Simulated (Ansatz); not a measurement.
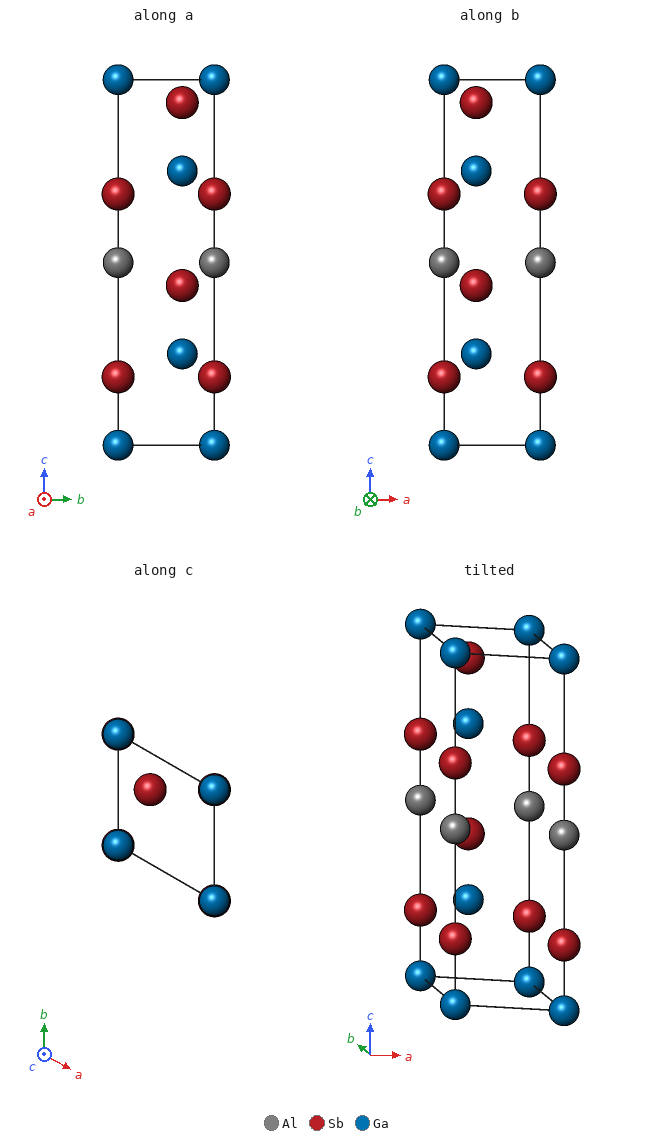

An orthographic spheres-only view of the structure, along the a axis, along the b axis, along the c axis and slightly off an axis. Thin lines show the unit cell, with boundary atoms drawn in all their periodic places.

Lattice parameters: a = 4.387 Å, b = 4.387 Å, c = 14.425 Å, α = 90.00°, β = 90.00°, γ = 120.00°. Put a along x and b in the xy plane.

Q: Express the structure as a POSCAR file, with free fractional coordinates to two decimals.

A:
```
Al Sb Ga
1.0
     4.387    0.000    0.000
    -2.193    3.799    0.000
    -0.001    0.000   14.425
Al Sb Ga
1 4 3
Direct
  0.00 0.00 0.50
  0.00 0.00 0.19
  0.33 0.67 0.44
  0.33 0.67 0.94
  0.00 0.00 0.69
  0.33 0.67 0.25
  0.33 0.67 0.75
  0.00 0.00 0.00
```

The starting point was a structure type filled with these elements by a generator (whether the compound takes this form wasn't checked). Relaxation method: DFT PBE, scalar-relativistic, plane waves, PAW in Ansatz.
